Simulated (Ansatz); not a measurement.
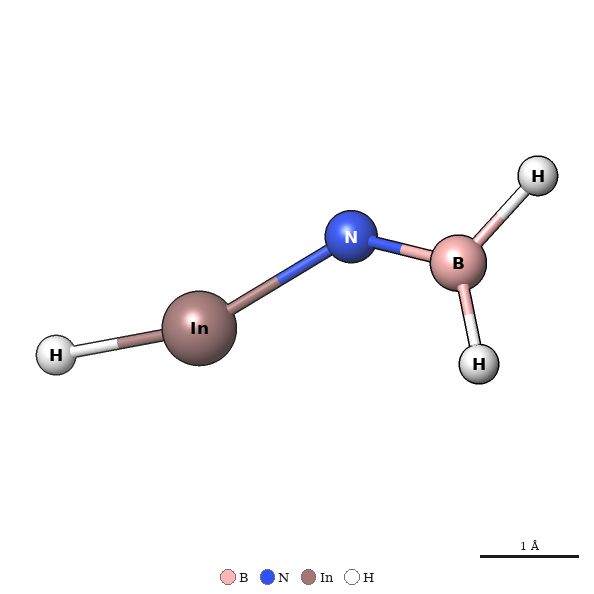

A ball-and-stick model of a molecule. Every bond is drawn as one stick, whatever its order.

Computed geometry: PBE0-D4/def2-TZVP optimisation. No frequency run is at hand to confirm it as a minimum.

Question: Give the formula.

Answer: BH₃InN, 6 atoms: 1 boron, 3 hydrogen, 1 indium and 1 nitrogen.

Question: Which point group does it belong to?

Answer: Cs.

Question: How many atoms are distinct by symmetry?

Answer: 6: 1 B, 1 N, 1 In, 1 H, 1 H, 1 H.

Question: Count the bonded pairs by element.

Answer: 2 B–H, 1 B–N, 1 In–N, 1 In–H. Sticks follow a distance rule.

The parts below concern this one geometry. Atoms keep their numbers from picture to picture.

## Shape

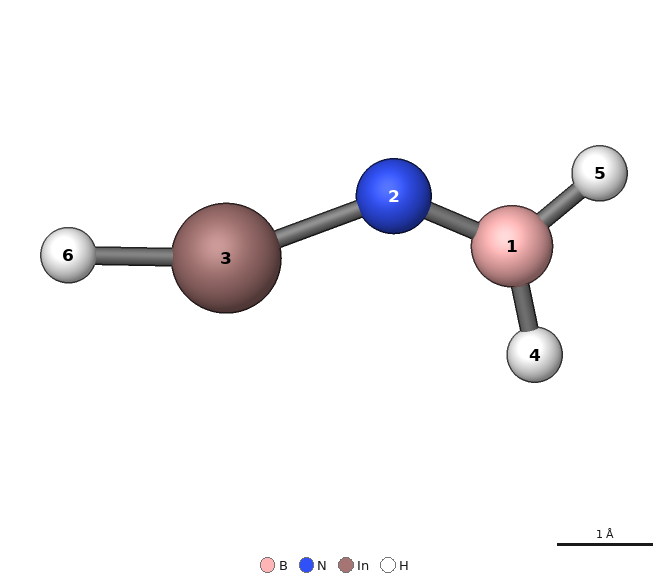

Numbered structure. No frequency run is at hand to confirm it as a minimum.

Give the bond lengths.

| bond | length (Å) |
| --- | --- |
| B1–N2 | 1.385 |
| B1–H4 | 1.207 |
| B1–H5 | 1.211 |
| N2–In3 | 1.896 |
| In3–H6 | 1.685 |

## Dipole moment

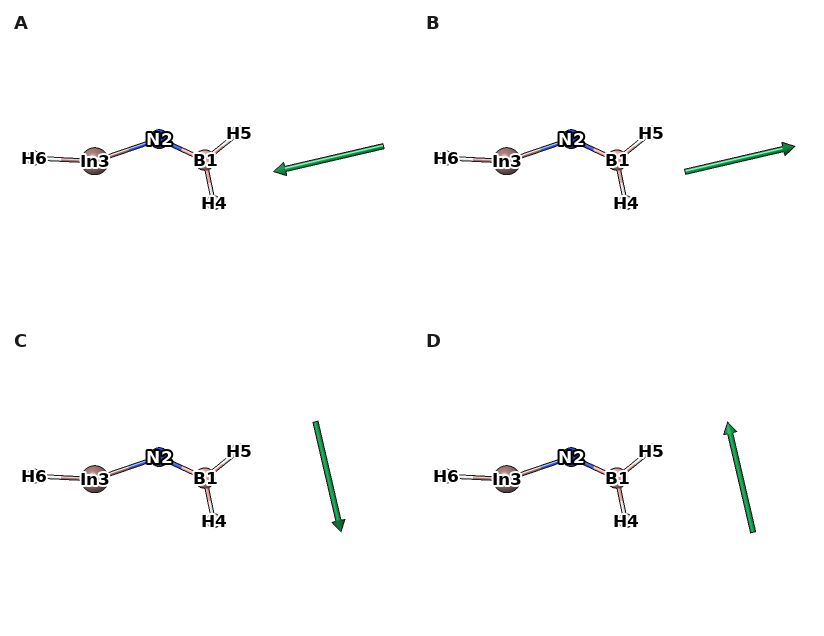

The same molecule four times, each with an arrow. No frequency run is at hand to confirm it as a minimum. Properties computed with RKS PBE0-D4/def2-TZVP, core potentials on In (Ansatz 0.2.0).

Question: Which arrow points along the dipole moment, from the negative to the positive end?

Answer: A. The dipole moment is 4.99 D; it points from the side of H5 to the side of H6 (the outermost atoms at the two ends).

## Electronic properties

No frequency run is at hand to confirm it as a minimum. Properties computed with RKS PBE0-D4/def2-TZVPP, core potentials on In (Ansatz 0.2.0).

What does the calculation give?

- HOMO energy (Kohn–Sham orbital): −6.16 eV
- LUMO energy (Kohn–Sham orbital): −2.12 eV
- HOMO–LUMO gap: 4.04 eV

## Charges

The questions are on Mulliken charges. No frequency run is at hand to confirm it as a minimum. Method: RKS PBE0-D4/def2-TZVP, core potentials on In (Ansatz 0.2.0).

Give the Mulliken charges atom by atom.

```
atom  value (e)
  B1      −0.11
  N2      −0.32
 In3       0.49
  H4      −0.04
  H5      −0.02
  H6      −0.01
```

Mulliken values depend strongly on the basis set and can even reverse the polarity of a bond.
